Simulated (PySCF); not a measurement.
**A workflow on BH (SMILES [BH])**

Aim: a series of 20 runs (PBE0-D4/def2-TZVP, CCSD(T)/def2-TZVPP, RI-MP2/def2-QZVPP, PBE-D4/def2-TZVPP, r2SCAN-D4/def2-TZVPP, B3LYP-D4/def2-TZVPP, PBE0-D4/def2-TZVPP, wB97M-V/def2-TZVPP, and more) of BH. 

Program for the calculation: PySCF 2.14.0.

## 1. The system as given

BH has 2 atoms, charge 0, and is taken as a singlet. As SMILES, `[BH]`. Geometry: the measured bond length. The run starts from this shape.

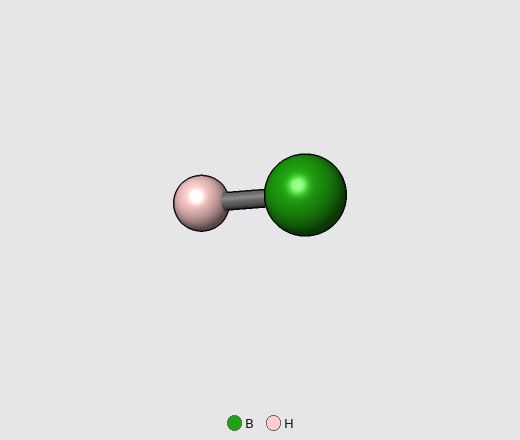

Viewed from a chosen angle; boron green, hydrogen pink.

## 2. A structure relaxation at PBE0-D4/def2-TZVP (density fitting with def2-universal-jkfit) (run 1)

Contents of mol.xyz:

```xyz
2

B      0.000000     0.000000     0.000000
H      0.000000     0.000000     1.232400
```

Contents of input.py:

```python
# borane(1)
from pyscf import gto, dft
from pyscf.geomopt.geometric_solver import kernel as optimise

mol = gto.M(
    atom='mol.xyz',
    verbose=3,
    max_memory=1860,
    charge=0,
    spin=0,
    basis='def2-tzvp',
)

ks = dft.RKS(mol)
ks.xc = 'pbe0'
ks = ks.density_fit(auxbasis='def2-universal-jkfit')
ks.grids.level = 4
ks.max_cycle = 100
ks.conv_tol = 1e-09
ks.disp = 'd4'
converged, mol_eq = optimise(ks, maxsteps=100)
print('converged:', converged)
print(mol_eq.tostring())

ks.reset(mol_eq)
mol = mol_eq
ks.kernel()
etot = ks.e_tot
print('E = %.10f Eh' % etot)
```

The run is started by

```console
$ OMP_NUM_THREADS=1 python input.py
```

What it wrote:

```text
maxiter                   100
[... 16 lines left out ...]
> Convergence Criteria:
> Will converge when all 5 criteria are reached:
[... 13 lines left out ...]
WARN: Mole.unit (angstrom) is changed to Bohr
[... 1 line left out ...]
converged SCF energy = -25.2476640526282
[... 6 lines left out ...]
Step    0 : Gradient = 3.132e-03/3.132e-03 (rms/max) Energy = -25.2476640526
[... 7 lines left out ...]
converged SCF energy = -25.2476887451932
[... 14 lines left out ...]
converged SCF energy = -25.247689216077
[... 8 lines left out ...]
Converged! =D
[... 1 line left out ...]
converged: True
B          -0.00000000       -0.00000000       -0.00427144
H           0.00000000        0.00000000        1.23666788
converged SCF energy = -25.247689216077
E = -25.2476892161 Eh
```

Wall time 3.3 s (1 thread of Arm Neoverse V2, shared host); peak memory 0.33 GiB.

Steps, from the record of the run:

| step | energy from the first frame kept (eV) | largest force (eV/Å) |
| --- | --- | --- |
| 0 | 0.0000 | 0.1611 |
| 1 | -0.0007 | 0.0218 |
| 2 | -0.0007 | 0.0005 |

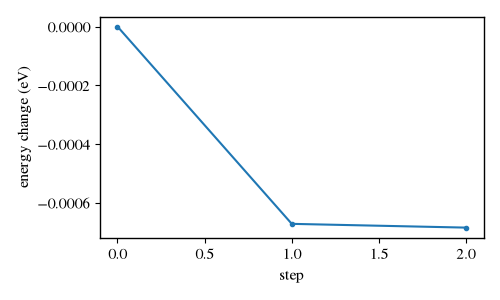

Energy along the run.

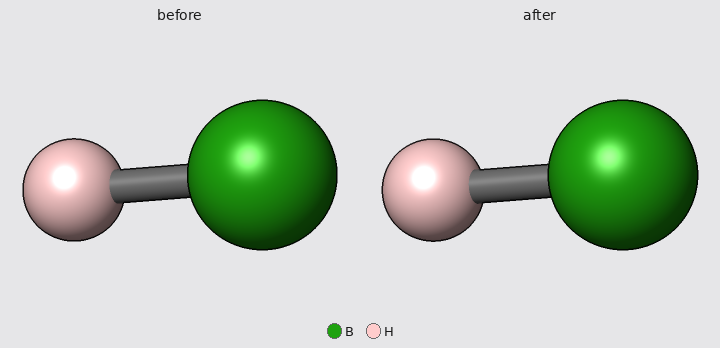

Before and after, at one scale.

After the run. Bond lengths: B1–H2 1.241 Å.

## 3. Vibrational wavenumbers at PBE0-D4/def2-TZVP (density fitting with def2-universal-jkfit) (run 2)

Contents of geometry.xyz:

```xyz
2
BH
B      0.000000     0.000000    -0.620470
H      0.000000     0.000000     0.620470
```

Contents of run.py:

```python
# borane(1)
from pyscf import gto, dft, symm
from pyscf.hessian import thermo

mol = gto.Mole()
mol.atom = 'geometry.xyz'
mol.verbose = 3
mol.basis = 'def2-tzvp'
mol.max_memory = 1860
mol.spin = 0
mol.build()

mf = dft.RKS(mol)
mf.xc = 'pbe0'
mf = mf.density_fit(auxbasis='def2-universal-jkfit')
mf.disp = 'd4'
mf.conv_tol = 1e-09
mf.max_cycle = 100
mf.grids.level = 4
mf.kernel()

etot = mf.e_tot
print('E(%s) = %.9f' % ('PBE0', etot))
hess = mf.Hessian().kernel()
modes = thermo.harmonic_analysis(mol, hess)
thermo.dump_normal_mode(mol, modes)
symm.geom.TOLERANCE = 1e-3  # for the symmetry number
th = thermo.thermo(mf, modes['freq_au'], 298.15, 101325)
thermo.dump_thermo(mol, th)
```

The run is started by

```console
$ OMP_NUM_THREADS=1 python run.py
```

What it wrote:

```text
converged SCF energy = -25.2476892160885
E(PBE0) = -25.247689216

WARN: DFTD4 does not support analytical Hessian, using finite difference.

WARN: Mole.unit (angstrom) is changed to Bohr

Mode                                 0
Irrep
Freq [cm^-1]                     2329.8359
Reduced mass [au]                   1.0925
Force const [Dyne/A]                3.4940
Char temp [K]                    3352.1152
Normal mode                   x     y     z
       0   B                 0.00  0.00 -0.09
       1   H                 0.00  0.00  0.95
temperature 298.1500 [K]
pressure 101325.00 [Pa]
Rotational constants [GHz] inf 355.93721 355.93721
Symmetry number 1
Zero-point energy (ZPE) 0.00531 [Eh]   13935.513 [J/mol]
                           tot       elec      trans        rot        vib
Entropy [J/mol/K]       171.638      0.000    139.546     32.090      0.001
Cv [J/mol/K]             20.800      0.000     12.472      8.314      0.014
Cp [J/mol/K]             29.114      0.000     20.786      8.314      0.014
Internal energy [J/mol]                      3718.434   2478.956  13935.879
Internal energy [Eh]   -25.24002  -25.24769
Enthalpy [J/mol]                             6197.391   2478.956  13935.879
Enthalpy [Eh]          -25.23908
Gibbs free energy [J/mol]                  -35408.310  -7088.709  13935.481
Gibbs free energy [Eh] -25.25857
```

It took 4.5 s on 1 thread of Arm Neoverse V2, shared host; peak memory 0.41 GiB.

Runs 3 to 6 aren't shown in full; the table further down has their settings and results.

## 4. A single-point energy at B3LYP-D4/def2-TZVPP (run 7)

Contents of input.py:

```python
from pyscf import gto, dft

mol = gto.M(
    atom='B -0.000000 -0.000000 -0.004271; H 0.000000 0.000000 1.236668',
    max_memory=1860,
    verbose=3,
    spin=0,
    charge=0,
    basis='def2-tzvpp',
)

mf = dft.RKS(mol, xc='b3lyp')
mf.conv_tol = 1e-10
mf.disp = 'd4'
mf.grids.level = 5
mf.kernel()
if not mf.converged:
    mf = mf.newton().run(mf.mo_coeff, mf.mo_occ)

energy = mf.e_tot
print('E(%s) = %.9f' % ('B3LYP', energy))
```

The run is started by

```console
$ OMP_NUM_THREADS=1 python input.py
```

What it wrote:

```text
converged SCF energy = -25.2999759667858
E(B3LYP) = -25.299975967
```

Wall time 1.6 s (1 thread of Arm Neoverse V2, shared host); peak memory 0.23 GiB.

Runs 8 to 19 aren't shown in full; the table further down has their settings and results.

## 5. The doublet cation: a single-point energy at UB3LYP/6-31G(d) (spherical functions) (run 20)

Contents of job.py:

```python
from pyscf import gto, dft

mol = gto.Mole()
mol.atom = 'B -0.000000 -0.000000 -0.004271; H 0.000000 0.000000 1.236668'
mol.charge = 1
mol.verbose = 3
mol.spin = 1
mol.max_memory = 1860
mol.basis = '6-31g*'
mol.build()

mf = dft.UKS(mol, xc='b3lyp')
mf.grids.level = 5
mf.conv_tol = 1e-10
mf.kernel()
if not mf.converged:
    mf = mf.newton().run(mf.mo_coeff, mf.mo_occ)

e_final = mf.e_tot
print(f'total energy: {e_final:.8f} hartree')
```

The run is started by

```console
$ OMP_NUM_THREADS=1 python job.py
```

What it wrote:

```text
converged SCF energy = -24.9370771748933  <S^2> = 0.75245896  2S+1 = 2.0024574
total energy: -24.93707717 hartree
```

Wall time 1.5 s (1 thread of Arm Neoverse V2, shared host); peak memory 0.17 GiB.

## 6. Overview of the runs

| run | level | task | optimizer | partner | energy (Eh) | dipole moment (D) of the reference | HOMO energy (eV) | LUMO energy (eV) | wall time |
| --- | --- | --- | --- | --- | --- | --- | --- | --- | --- |
| 1 | PBE0-D4/def2-TZVP (density fitting with def2-universal-jkfit) | optimise | geomeTRIC | base | -25.247689 | 1.59 | -6.67 | -2.34 | 3.3 s |
| 2 | PBE0-D4/def2-TZVP (density fitting with def2-universal-jkfit) | frequencies | – | base | -25.247689 | 1.59 | -6.67 | -2.34 | 4.5 s |
| 3 | CCSD(T)/def2-TZVPP | energy | – | base | -25.230698 | 1.73 | -9.47 | 1.19 | 1 s |
| 4 | RI-MP2/def2-QZVPP (density fitting with def2-universal-jkfit) | energy | – | base | -25.207937 | 1.71 | -9.48 | 1.03 | 0.72 s |
| 5 | PBE-D4/def2-TZVPP | energy | – | base | -25.239262 | 1.54 | -5.52 | -3.48 | 1.5 s |
| 6 | r2SCAN-D4/def2-TZVPP | energy | – | base | -25.263244 | 1.59 | -5.72 | -3.13 | 2.5 s |
| 7 | B3LYP-D4/def2-TZVPP | energy | – | base | -25.299976 | 1.57 | -6.53 | -2.61 | 1.6 s |
| 8 | PBE0-D4/def2-TZVPP | energy | – | base | -25.247797 | 1.59 | -6.67 | -2.34 | 1.5 s |
| 9 | wB97M-V/def2-TZVPP | energy | – | base | -25.279863 | 1.52 | -8.91 | -0.26 | 4.5 s |
| 10 | B2PLYP/def2-TZVPP | energy | – | base | -25.266033 | 1.64 | -7.74 | -0.93 | 1.6 s |
| 11 | SVWN5/def2-TZVPP | energy | – | base | -24.975481 | 1.60 | -5.52 | -3.70 | 1.2 s |
| 12 | M06-2X/def2-TZVPP | energy | – | base | -25.282709 | 1.56 | -7.73 | -1.25 | 2.7 s |
| 13 | B3LYP/6-31G* (spherical functions) | energy | – | base | -25.287359 | 1.30 | -6.08 | -2.04 | 1 s |
| 14 | HF/STO-3G | energy | – | base | -24.752570 | 0.94 | -6.71 | 7.34 | 0.52 s |
| 15 | UCCSD(T)/def2-TZVPP | energy | – | cation | -24.872623 | – | -22.02 | -7.67 | 1.9 s |
| 16 | UPBE-D4/def2-TZVPP | energy | – | cation | -24.887218 | – | -16.54 | -13.33 | 2.2 s |
| 17 | UB3LYP-D4/def2-TZVPP | energy | – | cation | -24.943178 | – | -17.74 | -12.72 | 2.5 s |
| 18 | UPBE0-D4/def2-TZVPP | energy | – | cation | -24.897700 | – | -18.00 | -12.13 | 2.5 s |
| 19 | U-wB97M-V/def2-TZVPP | energy | – | cation | -24.921866 | – | -19.89 | -10.60 | 7.8 s |
| 20 | UB3LYP/6-31G* (spherical functions) | energy | – | cation | -24.937077 | – | -17.74 | -12.70 | 1.5 s |

## 7. Results

| quantity | value |
| --- | --- |
| doublet cation, run 20: total energy | -24.93708 Eh |
| doublet cation, run 20: HOMO energy (highest over α and β) | -17.74 eV |
| doublet cation, run 20: LUMO energy (lowest over α and β) | -12.70 eV |
| doublet cation, run 20: ⟨S²⟩ | 0.752 |
| vertical ionisation energy (to the doublet cation), CCSD(T)/def2-TZVPP | 9.744 eV |
| vertical ionisation energy (to the doublet cation), PBE-D4/def2-TZVPP | 9.580 eV |
| vertical ionisation energy (to the doublet cation), B3LYP-D4/def2-TZVPP | 9.709 eV |
| vertical ionisation energy (to the doublet cation), PBE0-D4/def2-TZVPP | 9.527 eV |
| vertical ionisation energy (to the doublet cation), wB97M-V/def2-TZVPP | 9.742 eV |
| vertical ionisation energy (to the doublet cation), B3LYP/6-31G* | 9.532 eV |

**Reading.** At CCSD(T)/def2-TZVPP: removing an electron at fixed nuclei costs 9.74 eV (940 kJ/mol). At PBE-D4/def2-TZVPP: removing an electron at fixed nuclei costs 9.58 eV (924 kJ/mol). −ε(HOMO) before ionisation, 5.52 eV, is 4.06 eV below this ionisation energy. At B3LYP-D4/def2-TZVPP: the vertical ionisation energy comes to 9.71 eV (224 kcal/mol). The negative HOMO energy of the first species, 6.53 eV, lies 3.18 eV below that difference. At PBE0-D4/def2-TZVPP: the vertical ionisation energy comes to 9.53 eV (919 kJ/mol). Totals of different functionals can't be ranked against each other. In run 14 the basis is minimal, so the values are rough. All runs together took 47 s, the longest 7.8 s.
